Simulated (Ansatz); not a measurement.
# B2HSi: the cost of one run

Computed with Ansatz 0.2.0, Gaussian basis. Level: def2-QZVPP, all electrons in the functionals, frozen cores in the correlation of double hybrids and RPA.

To be run: wB97M-V, B2PLYP, at charge 0, quartet; charge 0, doublet; charge 0, sextet; charge 1, triplet; charge 1, quintet.

**1. The system**

The geometry is a PBE0/def2-TZVP stationary point (not a proven minimum).

4 atoms, charge 0, spin multiplicity 4.

Atoms are counted from 1 here; the program's logs count them from 0.

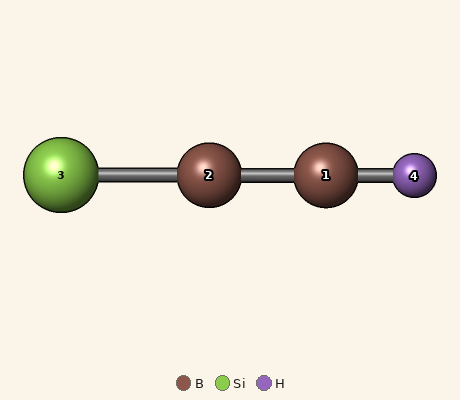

The structure; boron brown, silicon green, hydrogen purple; atoms are numbered from 1 in the order of the file.

No dispersion term is added; wB97M-V holds VV10 nonlocal correlation.

The geometry shown and the zero of energy belong to the point charge 0, quartet. The yardstick, UCCSD(T), and other wave-function levels (R restricted, U unrestricted, valence and pair active spaces) come from earlier runs.

**2. wB97M-V, charge 0, quartet**

The input, in.yaml:

```yaml
crystal:
  periodic: [false, false, false]
  atoms:
    - {symbol: B, position_ang: [0.000000, 0.000000, -0.976964]}
    - {symbol: B, position_ang: [0.000000, 0.000000, 0.578505]}
    - {symbol: Si, position_ang: [0.000000, 0.000000, 2.553858]}
    - {symbol: H, position_ang: [0.000000, 0.000000, -2.155400]}
basis:
  gaussian: {orbitals: "def2-QZVPP.json"}
magnetization: {spin_polarized: true, initial_magnetization: 3}
hamiltonian: {xc: {name: wB97M-V}}
output: {orbitals: {seedname: orbitals}}
```

The run is started by

```
$ ansatz run in.yaml --threads 1 --pin off --events-out ev --progress --plain --max-ram 2393MiB
```

**Question.** How long does this run take on 1 thread of Arm Neoverse V1, shared host, and how much memory does it need?

About 28 s, with a peak of 0.56 GiB.
